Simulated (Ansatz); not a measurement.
## Electronic structure of CH3BF3Ge (SMILES [CH3][Ge+]([F])[B](F)F) (charge +1) in real space

Input file:

```
crystal:
  periodic: [false, false, false]
  atoms:
    - {symbol: C, position_ang: [-1.662953, -0.241323, -0.022027]}
    - {symbol: B, position_ang: [2.112386, -0.279420, 0.105604]}
    - {symbol: F, position_ang: [0.126879, 2.116064, -0.360739]}
    - {symbol: F, position_ang: [3.038218, 0.618364, 0.128180]}
    - {symbol: F, position_ang: [2.277693, -1.559712, 0.186584]}
    - {symbol: Ge, position_ang: [0.111195, 0.432270, -0.086335]}
    - {symbol: H, position_ang: [-1.701218, -1.274895, -0.399586]}
    - {symbol: H, position_ang: [-2.324100, 0.430913, -0.590728]}
    - {symbol: H, position_ang: [-1.978100, -0.242271, 1.039037]}
basis:
  gaussian:
    orbitals: def2-SVPD
total_charge: 1
hamiltonian:
  xc: pbe0
output:
  forces: true
  orbitals: {seedname: orbitals}
```

Launched as:

```sh
ansatz run input.yaml --threads 8 --pin off --max-ram 13920MiB --events-out events.jsonl --progress --plain --runs-dir runs
```

Geometry: r2SCAN-D4/def2-SVP.

All numbers below come from isolated molecule in a Gaussian basis; Kohn-Sham density functional theory, functional PBE0 (Ansatz 0.2.0).

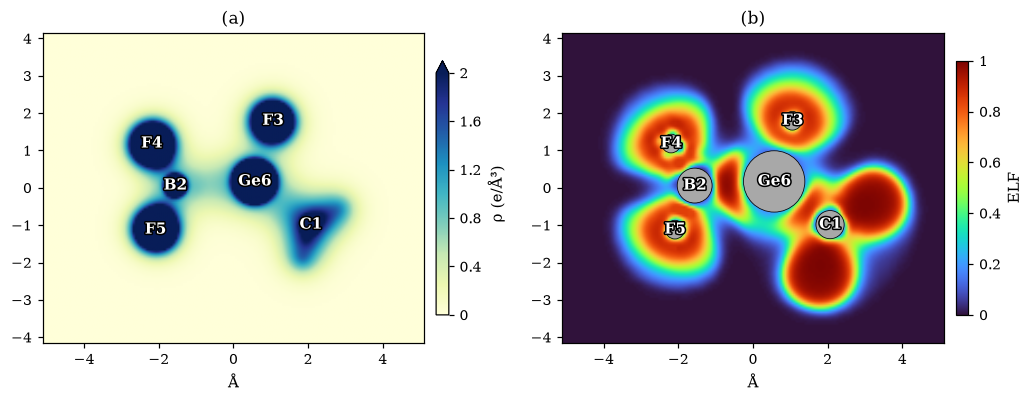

Figure 1. (a) electron density; (b) ELF on the plane of atoms F4, B2 and F5. Grey discs cover the atomic cores in the ELF map.

Question: Describe what can be read from this map.

Answer:
- The plane passes through C, B, F and Ge nuclei.
- B–F (1.29 Å): ρ at the midpoint is about 2.4 e/Å³; the ELF peaks at about 0.85 between the atoms; a short, strongly polar bond.
- Ge–F (1.71 Å): ρ at the midpoint is about 1 e/Å³; the ELF peaks at about 0.80 in the valence shell of F, 0.5 Å from its nucleus, and is about 0.25 at the midpoint.
- C–Ge (1.90 Å): the density is about 0.97 e/Å³ at the midpoint; the ELF peaks at about 0.90 in the valence shell of C, 0.7 Å from its nucleus, and is about 0.70 at the midpoint.
- Ge–B (2.13 Å): the density is about 0.74 e/Å³ at the midpoint; the ELF peaks at about 1 between the atoms: a covalent bond.
- The ELF also peaks beside F5, F4 and F3, away from the bonds: lone-pair regions.

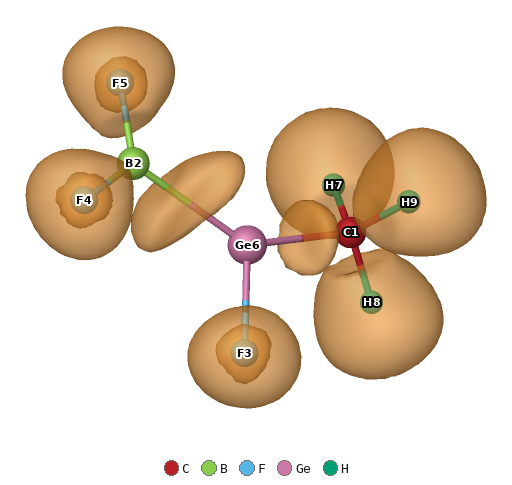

Figure 2. Isosurface of the ELF at 0.75 (orange), seen at a tilt. Core shells and regions of very low density are left out.

Question: Describe the localisation domains.

Answer: The ELF exceeds this value in one region between bonded B–Ge atoms (shared pairs), one region between bonded C–Ge atoms (shared pairs), three regions around hydrogen nuclei, two regions on F in which the atom's valence shell and bonds are merged and one region wrapped around F (its valence shell).

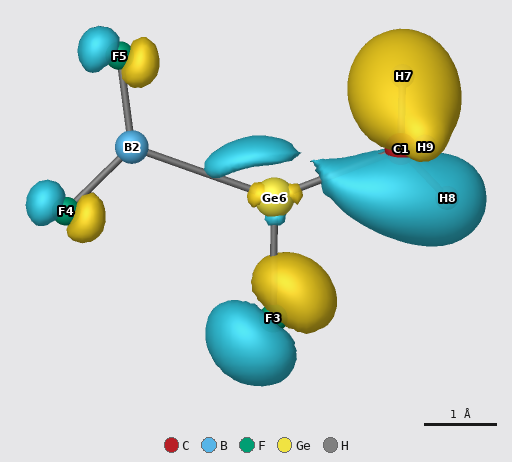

Figure 3. The HOMO−1 at ±0.15 Å⁻³ᐟ² (yellow and cyan are the two phases), seen across its widest extent.

Question: Describe this orbital and give its energy.

Answer: It lies mainly on C1 (about 30 %), F3 (about 30 %), Ge6 (about 10 %), H7 (about 10 %) and H8 (about 10 %). Its energy is −17.15 eV.
